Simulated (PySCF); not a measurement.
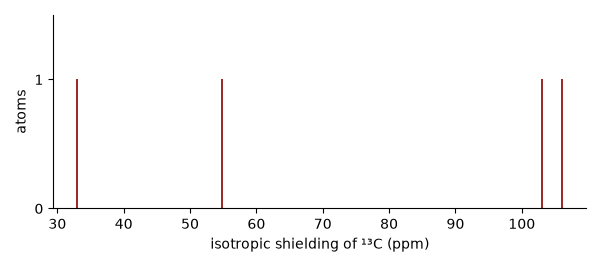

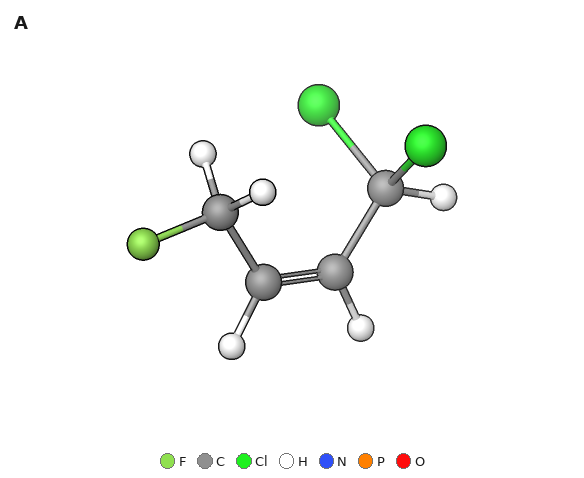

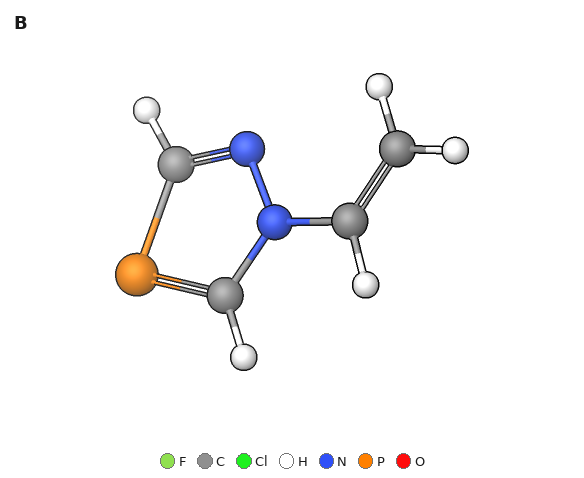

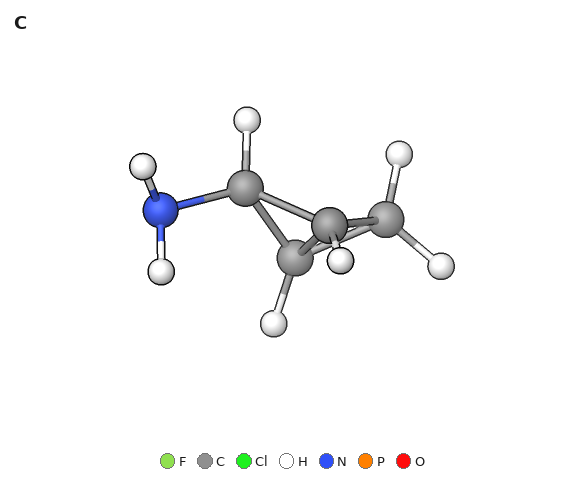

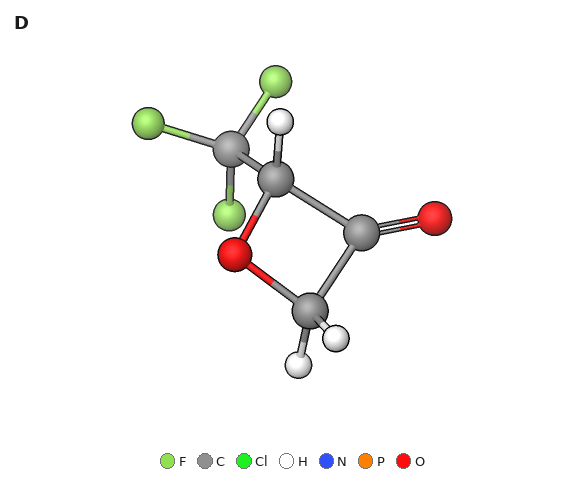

The sticks are computed shieldings of one of the molecules, for one fixed geometry (GFN2-xTB) without averaging over rotations. Low shielding means a high chemical shift. Method: GIAO PBE0/pcSseg-1 NMR shielding, non-relativistic, gas phase (PySCF 2.14.0).

Match the spectrum to a structure.

Answer. A, `FC/C=C\C(Cl)Cl`. Its 4 C atoms give lines at 33.0, 54.8, 103.1, 106.1 ppm.

The geometry is semi-empirical. Around P such bond lengths and angles can be off by a tenth of an ångström or more and by several degrees, and values that hang on the shape move with them.
